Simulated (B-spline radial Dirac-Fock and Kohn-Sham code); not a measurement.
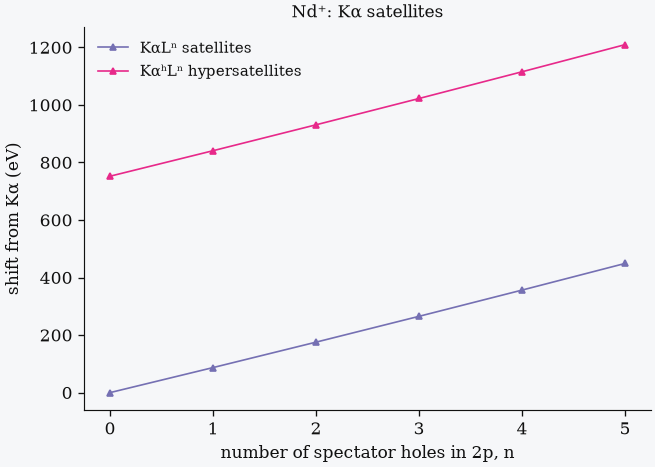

Shifts of Kα satellites and hypersatellites with the number of spectator holes in 2p, counted from the Kα line without spectators. Species: Nd⁺, configuration [Xe] 4f4 6s1. Computed with a B-spline radial atomic code: Dirac–Fock ΔSCF (average of configuration, Fermi nucleus, Breit and QED terms, no correlation).

Describe what the figure shows.

The Kα centroid lies at 37.187 keV. One spectator hole shifts it by 87.0 eV and 5 holes by 449 eV; the steps grow from 87.0 eV to 92.6 eV. The hypersatellite (both 1s electrons missing) lies 752 eV above Kα as an average over its terms.
